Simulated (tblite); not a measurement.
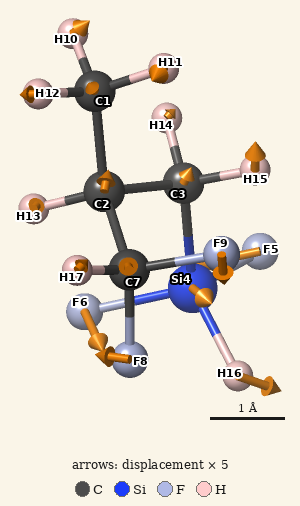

This is a relaxation of C4H8F4Si. The starting structure is drawn; orange arrows show the displacements, 5 times their true length. The two geometries are superimposed by the best rigid fit.

A ball-and-stick model, seen from a free direction.

Theory: tblite, GFN2-xTB geometry optimisation, gas phase. 

> What did the optimiser do to the structure, and how much energy did it gain?

F5 moves most after the best rigid fit: 0.18 Å. Largest moves by element: F 0.18 Å, H 0.15 Å, Si 0.12 Å, C 0.07 Å. Near-neighbour distances that change, for instance: Si4–H16 1.472 → 1.438 Å, C2–C3 1.566 → 1.533 Å, C3–Si4 1.872 → 1.894 Å, Si4–F5 1.615 → 1.603 Å. Among the angles between lasting bonds that change: C3–Si4–H16 112.5° → 121.6°, F5–Si4–F6 109.3° → 101.8°, C7–C2–H13 109.2° → 106.3°. After 66 geometry steps the energy has fallen by 14.5 kJ/mol.
